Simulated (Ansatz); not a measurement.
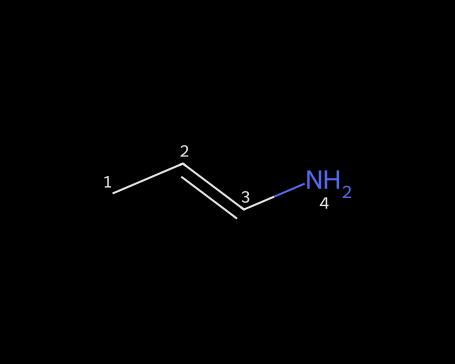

Skeletal drawing with numbered atoms; wedges and dashes mark any stereocentres. The configuration is that of a computed structure (PBE-D4/def2-SVP).

> Assign CIP descriptors.

C2=C3: E.

> Give a SMILES with the stereochemistry.

C/C=C/N
